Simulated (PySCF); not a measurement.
# C2H10BN2P (SMILES CNB(P)NC): what the fields show

Input

```
{"job": {"kind": "nmr", "xc": "PBE0", "basis": "pcSseg-1"}, "charge": 0, "multiplicity": 1}
C      2.307189     0.463977    -0.047808
N      0.975002     0.032057    -0.393314
B     -0.148841     0.003925     0.439936
P      0.014730     0.547263     2.292668
N     -1.405347    -0.437994    -0.009622
C     -1.771032    -0.950000    -1.310709
H      2.584744     1.375730    -0.588790
H      2.350064     0.668905     1.022135
H      3.041380    -0.312830    -0.281581
H      0.902256    -0.260453    -1.355820
H      0.239385     1.889913     2.031595
H     -1.338235     0.761652     2.506243
H     -2.151927    -0.532357     0.661625
H     -1.087856    -0.564098    -2.065462
H     -1.736689    -2.045822    -1.340531
H     -2.782423    -0.630923    -1.571974
```

Run with:

```sh
OMP_NUM_THREADS=1 python probes_run.py task.json out
```

Geometry: GFN2-xTB.

Computed with PBE0/pcSseg-1, SCF density, gas phase, non-relativistic in PySCF.

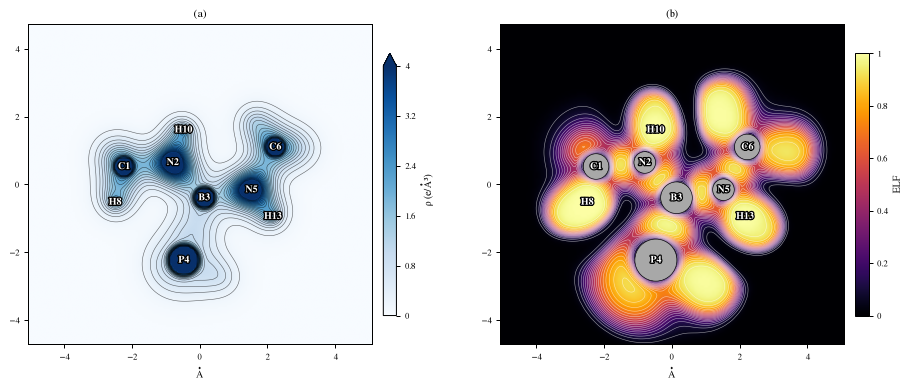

Figure 1. (a) total electron density; (b) ELF on the plane of atoms P4, B3 and N5. Grey discs cover the atomic cores in the ELF map.

Question: Read the bonding off the picture.

Answer:
- The plane passes through C, N, B, P and H nuclei.
- B–N (1.40 Å): ρ is about 1.9 e/Å³ halfway; the ELF peaks at about 0.90 between the atoms (a polar covalent bond).
- C–N (1.44 Å): ρ at the midpoint is about 1.9 e/Å³; the ELF peaks at about 0.95 between the atoms, as expected for a shared electron pair.
- B–P (1.94 Å): the density is about 0.96 e/Å³ at the midpoint; the ELF peaks at about 1 between the atoms, as expected for a covalent bond.
- N–H (1.01 Å): ρ at the midpoint is about 2.9 e/Å³; the ELF climbs to about 1 towards the hydrogen, as it does in any bond to H; a covalent bond by its length.
- C–H (1.09 Å): the density is about 2 e/Å³ at the midpoint; the ELF climbs to about 1 towards the hydrogen; a covalent bond by its length.
- The ELF also peaks beside P4, away from the bonds: lone-pair regions.

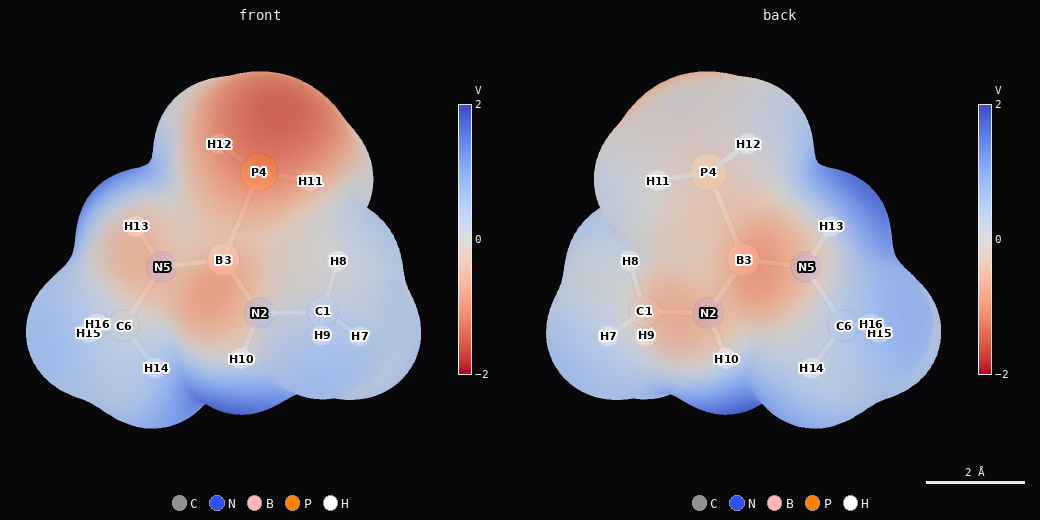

Figure 2. The electrostatic potential painted on the density surface at 0.002 e/bohr³, seen from the front and from behind; the colour scale runs from red (negative) to blue (positive).

Question: Which sites attract a positive test charge, and which a negative one?

Answer: A positive charge is drawn to the negative regions and a negative charge to the positive ones. The most negative region (about −1.5 V, or −35 kcal/mol for a unit charge) lies over P4, the most positive (about +1.7 V, or +39 kcal/mol for a unit charge) over H10.

Question: What dipole moment does the calculation give?

Answer: Its dipole moment is 2.75 D.
